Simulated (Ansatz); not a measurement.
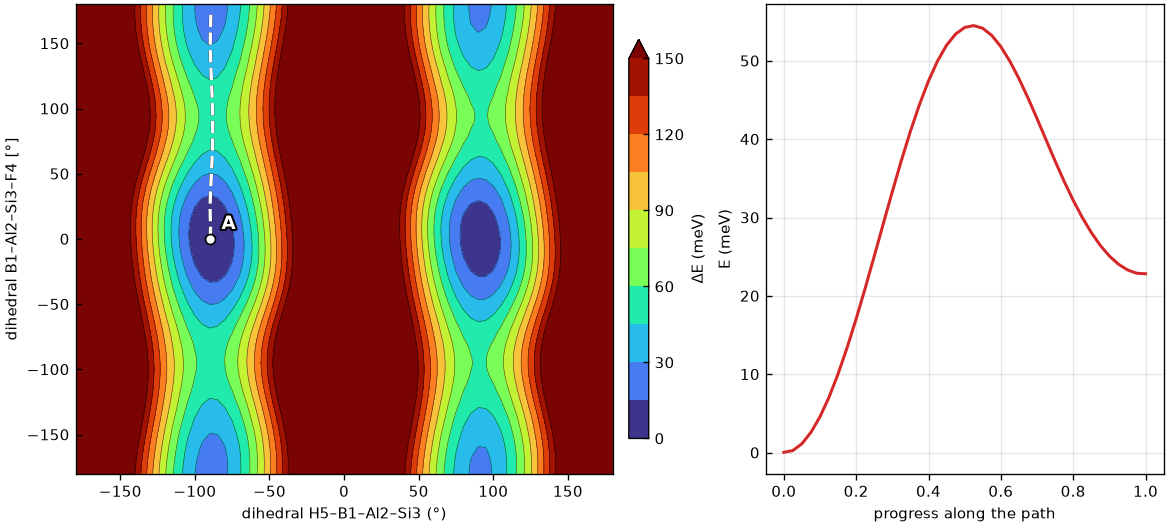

AlBFH₅Si, SMILES [BH2][AlH][SiH2]F. The first coordinate is: dihedral H5–B1–Al2–Si3; the second: dihedral B1–Al2–Si3–F4. Nothing is relaxed (all other coordinates rigid). The grid has 18 × 18 points. Points are written as (first, second). All energies are given in meV relative to the relaxed molecule at the same level. Method: Ansatz, RKS PBE0-D4/def2-SVP.

Drawn: filled contours, a line along the lowest path, one colour for all values above the top of the scale, the energy along the path at the right, the start A. Between grid points the surface is interpolated.

Q: Describe the path and its barrier.

A: The easiest path leads from the well at about (−90°, 0°) to the well at about (−90°, −180°), about 23 meV higher (on a rigid scan; wells that are mirror images or exchange like atoms can differ by this much). Its highest point lies about 54 meV above the bottom of the first well on the interpolated surface, at about (−90°, 95°). Seen from the upper well the barrier is about 32 meV. The start is the relaxed structure and all else is held, so a fully relaxed path at this level can only be lower.
